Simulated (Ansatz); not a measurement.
**Molecular dynamics of MoHCl₅F₂ (part 3 of 3)**

MoHCl₅F₂; RKS PBE/def2-SVP (Ansatz 0.2.0). It belongs to a series of runs on one base structure; here: dynamics from the highest image of the converged band.

Geometry of the input (Å):
```
Mo 0.1679  0.1511  -0.1338
F  0.4954  -0.4299  1.8482
Cl 2.4415  -0.0180  -0.2469
Cl 0.2170  2.1945  -1.2488
Cl -1.9278  0.6059  0.6493
F  -0.0929  -1.6932  -0.0364
Cl -0.3466  -0.4869  -2.3240
Cl 0.8663  2.1417  1.8640
H  0.7481  0.7510  2.2425
```

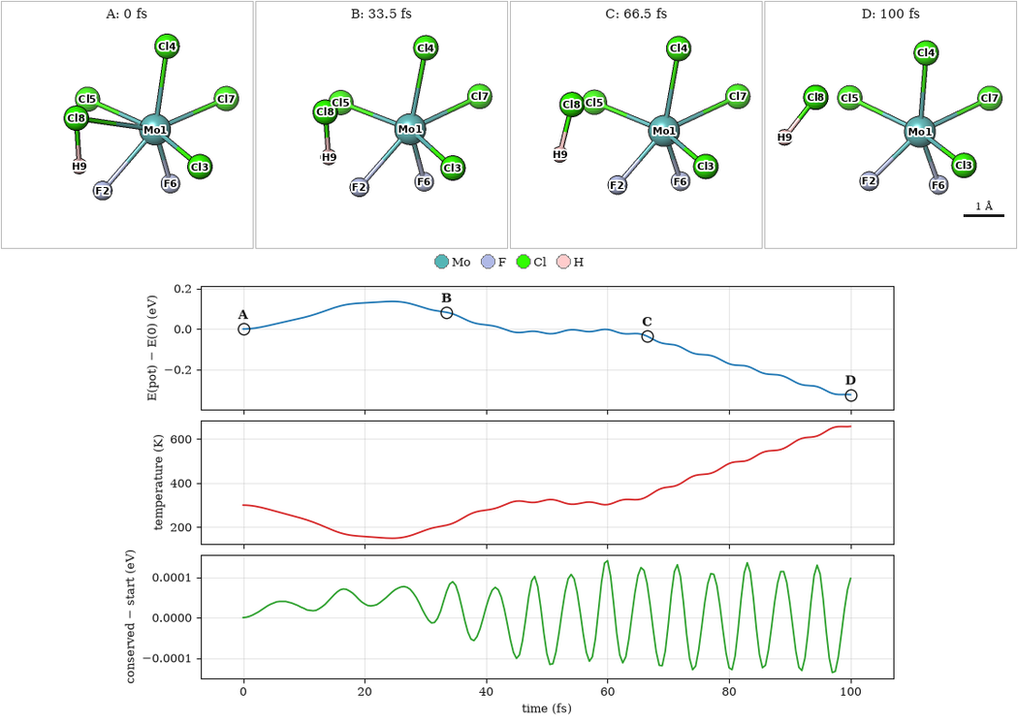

**Figure 1.** Frames of the molecular dynamics (ball-and-stick, seen at a tilt) above the curves, on which the letters mark them. The trajectory kept here has 201 frames over 100 fs. The temperature starts at 300 K, ranges from 150 to 658 K and averages 447 K over the second half. The potential energy ends 0.324 eV below its first value. The conserved quantity stays within 0.00028 eV. After an unweighted best fit of the last frame on the first, the root-mean-square displacement is 0.68 Å, and H9 has moved furthest (1.68 Å).

```
Total energy: -69871.18985940 eV, -2567.7188669396 hartree
Atom 0 at     0.144819    -0.016148    -0.204630 Å, force     0.692347    -0.209879     0.233488 eV/Å
Atom 1 at     0.517877    -0.377980     1.601944 Å, force     0.084329     0.125921    -0.215683 eV/Å
Atom 2 at     2.491754    -0.092413    -0.368083 Å, force    -0.571320    -0.179385    -0.104321 eV/Å
Atom 3 at     0.366496     2.106576    -1.033745 Å, force    -0.021836     0.336403     0.070291 eV/Å
Atom 4 at    -1.858985     0.640784     0.688472 Å, force    -0.181728    -0.097244    -0.285037 eV/Å
Atom 5 at    -0.126556    -1.853640    -0.247633 Å, force     0.048030    -0.321770     0.460427 eV/Å
Atom 6 at    -0.454894    -0.491170    -2.397489 Å, force    -0.094047     0.211183    -0.298013 eV/Å
Atom 7 at     0.765341     2.739853     2.207601 Å, force     0.254832    -0.113047     0.942277 eV/Å
Atom 8 at     1.071630     2.312637     3.428292 Å, force    -0.210607     0.247817    -0.803429 eV/Å
Dipole moment:     0.011518     0.237126     0.258031 e Å
```

Trajectory as extended XYZ (Å, eV, eV/Å), 11 of the 201 frames kept, from step=0 to step=200:
```
9
Properties=species:S:1:pos:R:3:forces:R:3 step=0 time_fs=0.0 energy=-69870.86623 temperature=300.0
Mo    0.1679    0.1511   -0.1338   -0.0072   0.0027  -0.0179
F     0.4954   -0.4299    1.8482    0.0026  -0.0154   0.0148
Cl    2.4415   -0.0180   -0.2469   -0.0063   0.0042   0.0016
Cl    0.2170    2.1945   -1.2488    0.0085  -0.0036   0.0054
Cl   -1.9278    0.6059    0.6493    0.0003  -0.0001   0.0029
F    -0.0929   -1.6932   -0.0364    0.0049   0.0034  -0.0031
Cl   -0.3466   -0.4869   -2.3240   -0.0019  -0.0031   0.0033
Cl    0.8663    2.1417    1.8640    0.0036   0.0131   0.0001
H     0.7481    0.7510    2.2425   -0.0044  -0.0013  -0.0071
9
Properties=species:S:1:pos:R:3:forces:R:3 step=20 time_fs=10.0 energy=-69870.80924 temperature=237.0
Mo    0.1553    0.1403   -0.1517    0.6046   0.2079   0.7132
F     0.5183   -0.3962    1.8339    0.0279  -0.3233  -0.1032
Cl    2.4733   -0.0233   -0.2340   -0.5122  -0.0092  -0.0224
Cl    0.2408    2.1613   -1.2682    0.0169   0.3810   0.1032
Cl   -1.9205    0.5803    0.6780   -0.0146   0.0785  -0.0695
F    -0.1351   -1.6978   -0.0594    0.1076  -0.0642   0.1330
Cl   -0.3490   -0.4434   -2.2996   -0.1851  -0.4478  -0.6963
Cl    0.8483    2.1753    1.8861    0.0835   0.0499  -0.0018
H     0.8223    0.7773    2.2333   -0.1286   0.1273  -0.0561
9
Properties=species:S:1:pos:R:3:forces:R:3 step=40 time_fs=20.0 energy=-69870.73723 temperature=157.5
Mo    0.1485    0.1311   -0.1626    0.9264   0.1052   1.1914
F     0.5416   -0.3782    1.8131   -0.1050  -0.4303  -0.3375
Cl    2.4917   -0.0288   -0.2217   -0.7565  -0.0160  -0.0825
Cl    0.2652    2.1382   -1.2847    0.0282   0.6237   0.2370
Cl   -1.9135    0.5569    0.7048   -0.0198   0.1672  -0.1381
F    -0.1719   -1.7050   -0.0763    0.1923  -0.0078   0.1234
Cl   -0.3564   -0.4119   -2.2935   -0.3124  -0.7918  -1.0922
Cl    0.8322    2.2127    1.9079    0.0677   0.4161  -0.0383
H     0.7982    0.8495    2.2072   -0.0210  -0.0663   0.1369
9
Properties=species:S:1:pos:R:3:forces:R:3 step=60 time_fs=30.0 energy=-69870.76328 temperature=186.2
Mo    0.1506    0.1230   -0.1622    0.8330  -0.1157   1.0078
F     0.5599   -0.3808    1.7771   -0.1956  -0.2675  -0.3345
Cl    2.4902   -0.0348   -0.2117   -0.6924  -0.0149  -0.1658
Cl    0.2902    2.1313   -1.2947   -0.0021   0.5328   0.3785
Cl   -1.9071    0.5380    0.7278   -0.0114   0.2566  -0.1962
F    -0.1990   -1.7124   -0.0874    0.2458   0.1043   0.0039
Cl   -0.3719   -0.4012   -2.3154   -0.2626  -0.8046  -0.8094
Cl    0.8178    2.2588    1.9293    0.0222   0.1741   0.1165
H     0.7532    0.9256    2.2629    0.0632   0.1349  -0.0009
9
Properties=species:S:1:pos:R:3:forces:R:3 step=80 time_fs=40.0 energy=-69870.84586 temperature=277.5
Mo    0.1608    0.1138   -0.1521    0.3131  -0.2628   0.2399
F     0.5688   -0.3965    1.7249   -0.1881  -0.0726  -0.1191
Cl    2.4706   -0.0411   -0.2063   -0.3018  -0.0056  -0.2714
Cl    0.3150    2.1382   -1.2944   -0.0787   0.1750   0.4827
Cl   -1.9009    0.5261    0.7455   -0.0058   0.3392  -0.2418
F    -0.2139   -1.7152   -0.0984    0.2341   0.0634  -0.1514
Cl   -0.3941   -0.4116   -2.3585   -0.0689  -0.5185  -0.1198
Cl    0.8044    2.3127    1.9529    0.0217  -0.2266   0.3327
H     0.7518    1.0170    2.3564    0.0743   0.5085  -0.1517
9
Properties=species:S:1:pos:R:3:forces:R:3 step=100 time_fs=50.0 energy=-69870.88805 temperature=324.0
Mo    0.1740    0.1017   -0.1394   -0.4523  -0.2370  -0.7389
F     0.5679   -0.4160    1.6641   -0.0893   0.0709   0.3722
Cl    2.4435   -0.0475   -0.2084    0.3299   0.0041  -0.3922
Cl    0.3377    2.1500   -1.2811   -0.1612  -0.1832   0.5343
Cl   -1.8951    0.5235    0.7567   -0.0183   0.3999  -0.2737
F    -0.2174   -1.7158   -0.1173    0.1544  -0.1804  -0.2607
Cl   -0.4182   -0.4360   -2.4051    0.1337  -0.1480   0.4677
Cl    0.7922    2.3735    1.9817    0.0714   0.5453   0.0755
H     0.8081    1.1772    2.4836    0.0317  -0.2716   0.2157
9
Properties=species:S:1:pos:R:3:forces:R:3 step=120 time_fs=60.0 energy=-69870.86837 temperature=302.5
Mo    0.1827    0.0873   -0.1340   -1.0637  -0.1461  -1.4973
F     0.5626   -0.4327    1.6233    0.0249   0.1260   0.9149
Cl    2.4250   -0.0539   -0.2210    0.8076  -0.0084  -0.4509
Cl    0.3561    2.1572   -1.2534   -0.2252  -0.3799   0.5112
Cl   -1.8897    0.5316    0.7604   -0.0018   0.3914  -0.3001
F    -0.2129   -1.7251   -0.1487    0.1077  -0.3149  -0.1961
Cl   -0.4389   -0.4646   -2.4396    0.2616   0.1694   0.7611
Cl    0.7822    2.4410    2.0161    0.0135   0.8839  -0.2663
H     0.8855    1.3563    2.6751    0.0754  -0.7215   0.5235
9
Properties=species:S:1:pos:R:3:forces:R:3 step=140 time_fs=70.0 energy=-69870.94047 temperature=382.0
Mo    0.1813    0.0712   -0.1428   -0.9903  -0.4917  -1.1453
F     0.5579   -0.4433    1.6251   -0.0357   0.2692   0.4193
Cl    2.4271   -0.0605   -0.2456    0.7152  -0.0425  -0.3840
Cl    0.3684    2.1544   -1.2120   -0.2607  -0.3833   0.4217
Cl   -1.8841    0.5501    0.7560    0.0594   0.3046  -0.3295
F    -0.2025   -1.7490   -0.1892    0.1442  -0.1490   0.0462
Cl   -0.4526   -0.4888   -2.4541    0.2968   0.3953   0.7892
Cl    0.7744    2.5119    2.0561    0.0012   0.5256  -0.2092
H     0.9625    1.5719    2.9060    0.0699  -0.4284   0.3917
9
Properties=species:S:1:pos:R:3:forces:R:3 step=160 time_fs=80.0 energy=-69871.03738 temperature=489.0
Mo    0.1705    0.0502   -0.1625   -0.3516  -0.8893  -0.2314
F     0.5513   -0.4405    1.6464   -0.1527   0.4045  -0.5297
Cl    2.4477   -0.0684   -0.2804    0.1940  -0.0861  -0.2503
Cl    0.3737    2.1417   -1.1593   -0.2498  -0.2154   0.2890
Cl   -1.8771    0.5768    0.7426    0.0869   0.1747  -0.3436
F    -0.1848   -1.7805   -0.2271    0.1711  -0.0026   0.3231
Cl   -0.4585   -0.5025   -2.4475    0.2413   0.5054   0.5962
Cl    0.7691    2.5847    2.1013    0.1081   0.0518   0.2777
H     1.0228    1.8183    3.1250   -0.0472   0.0569  -0.1310
9
Properties=species:S:1:pos:R:3:forces:R:3 step=180 time_fs=90.0 energy=-69871.11312 temperature=572.9
Mo    0.1561    0.0208   -0.1850    0.3295  -0.7773   0.3363
F     0.5375   -0.4180    1.6437   -0.1314   0.3583  -0.8501
Cl    2.4736   -0.0786   -0.3222   -0.3067  -0.1323  -0.1478
Cl    0.3723    2.1233   -1.0987   -0.1705   0.0614   0.1571
Cl   -1.8679    0.6082    0.7199    0.0003   0.0402  -0.3249
F    -0.1587   -1.8135   -0.2492    0.1238  -0.1367   0.4800
Cl   -0.4580   -0.5028   -2.4252    0.1020   0.4523   0.2079
Cl    0.7662    2.6603    2.1518    0.2279  -0.1498   0.7832
H     1.0591    2.0720    3.3011   -0.1748   0.2839  -0.6417
9
Properties=species:S:1:pos:R:3:forces:R:3 step=200 time_fs=100.0 energy=-69871.18978 temperature=657.7
Mo    0.1448   -0.0161   -0.2046    0.6923  -0.2099   0.2335
F     0.5179   -0.3780    1.6019    0.0843   0.1259  -0.2157
Cl    2.4918   -0.0924   -0.3681   -0.5713  -0.1794  -0.1043
Cl    0.3665    2.1066   -1.0337   -0.0218   0.3364   0.0703
Cl   -1.8590    0.6408    0.6885   -0.1817  -0.0972  -0.2850
F    -0.1266   -1.8536   -0.2476    0.0480  -0.3218   0.4604
Cl   -0.4549   -0.4912   -2.3975   -0.0940   0.2112  -0.2980
Cl    0.7653    2.7399    2.2076    0.2548  -0.1130   0.9423
H     1.0716    2.3126    3.4283   -0.2106   0.2478  -0.8034
```

Results in brief:

```json
{"quantity": "outcome", "value": "finished"}
{"quantity": "mean temperature over the second half", "value": "447 K"}
{"quantity": "trajectory", "value": "200 steps, 100 fs"}
{"quantity": "ensemble", "value": "nve"}
{"quantity": "temperature in the input", "value": "300.0 K"}
{"quantity": "time step", "value": "0.5 fs"}
{"quantity": "potential energy (last step)", "value": "−69871.1899 eV"}
{"quantity": "mean-field energy (last step)", "value": "−69871.1899 eV"}
{"quantity": "largest force (length of the vector) (last step)", "value": "0.983 eV/Å"}
{"quantity": "hardware", "value": "4 threads of Arm Neoverse V1, 24 GiB of memory available, shared host"}
{"quantity": "wall time", "value": "11 min (CPU time 41 min)"}
{"quantity": "peak memory", "value": "0.28 GiB"}
```

Remarks:

The run takes a singlet; with an open-shell metal another spin state may lie lower. So short a trajectory is not equilibrated.
